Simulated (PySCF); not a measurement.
**CH3FSi, triplet, SMILES `F[C][SiH3]`: what the electrons do**

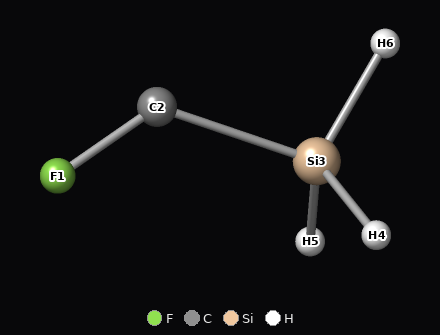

The molecule, with its atoms numbered as below. No frequency check shows the geometry to be a minimum.

Geometry (Å), atoms numbered from 1:

```
F1      -1.7646   -0.1976    0.0000
C2      -0.6615    0.5230   -0.0000
Si3      1.0894   -0.0570   -0.0000
H4       1.3695   -0.8710    1.1911
H5       1.3699   -0.8701   -1.1913
H6       1.8593    1.1789    0.0008
```

Part 1: Bonding charge

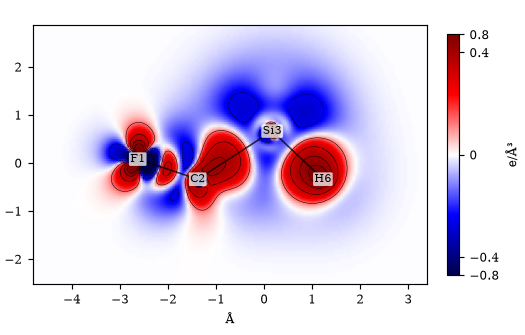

Deformation density (molecule less spherical, spin-averaged free atoms) in the plane of F1, C2, Si3 and H6; colour scale in e/Å³, logarithmic beyond ±0.1; red: gain, blue: loss.

PySCF calculation, M06-2X/def2-SVP, gas phase; geometry: GFN2-xTB. The stability of the open-shell solution wasn't checked. This spin state may not be the molecule's ground state. GFN2-xTB doesn't know the spin state, so this open-shell geometry is rough.

**Describe the bonding that the map shows.**

Si3–H6: +0.19 e/Å³ at the bond critical point (bond length 1.46 Å, Mayer order 1.0). C2–Si3: +0.10 e/Å³ at the bond critical point (bond length 1.84 Å, Mayer order 1.0); up to 0.6 Å beside the axis the gain reaches +0.42 e/Å³. F1–C2: 0.00 e/Å³ at the bond critical point (bond length 1.32 Å, Mayer order 1.1); up to 0.6 Å beside the axis the gain reaches +0.25 e/Å³. In all, 1.4 electrons gather in the regions of gain relative to the promolecule. A small or negative value marks a very polar bond, one between electron-rich atoms, whose free-atom densities already overlap strongly, a long bond to a heavier atom, or a closed-shell contact such as a hydrogen bond.

**Where do the Hirshfeld charges lie?**

The highest Hirshfeld charge is on Si3 (+0.33 e), the lowest on H4 and H5 (−0.07 e).

Part 2: Electrostatic potential

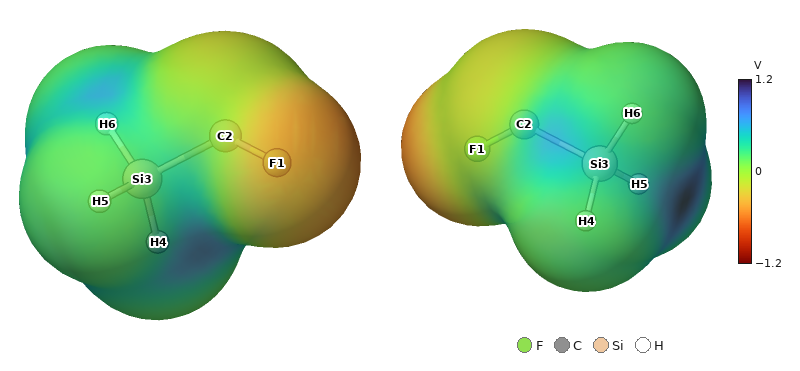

Electrostatic potential on the surface of electron density 0.001 a.u. (back view left, front view right).

**Where are the extremes of the potential on the surface?**

Highest: 1.17 V, near Si3 (2.04 Å), H6 (2.06 Å), H4 (2.13 Å) and H5 (2.14 Å). Further maxima include 0.93 V, near Si3 (2.11 Å), H4 (2.13 Å), H5 (2.14 Å) and F1 (2.24 Å); 0.63 V, near H6 (1.98 Å), H5 (2.12 Å) and Si3 (2.16 Å), and at like points elsewhere. Lowest: −0.55 V, 1.6 Å from F1. Further minima include −0.20 V, 2.0 Å from C2; 0.11 V, 1.5 Å from H4, and at like points elsewhere. The surface is sampled at points, so like sites can differ by a few per cent and only the strongest of them is named.

Part 3: Spin density

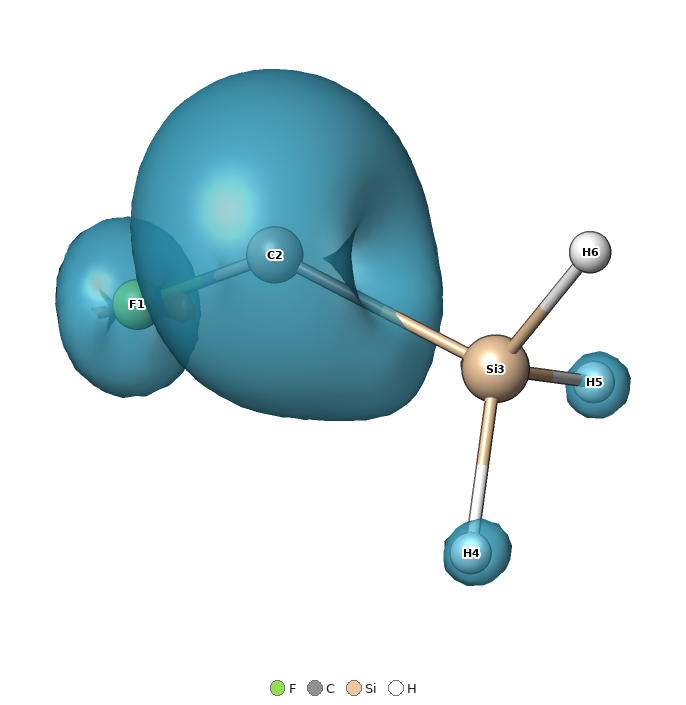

Spin density ρα − ρβ at ±0.05 e/Å³ (light blue: excess α, orange: excess β).

**Where is the unpaired spin?**

Hirshfeld spin populations: C2 +1.49, F1 +0.22 and Si3 +0.21. ⟨S²⟩ = 2.01, against 2.00 for a pure state.

The PySCF run shown took 21 s on 1 thread of Arm Neoverse N1, on a shared host.
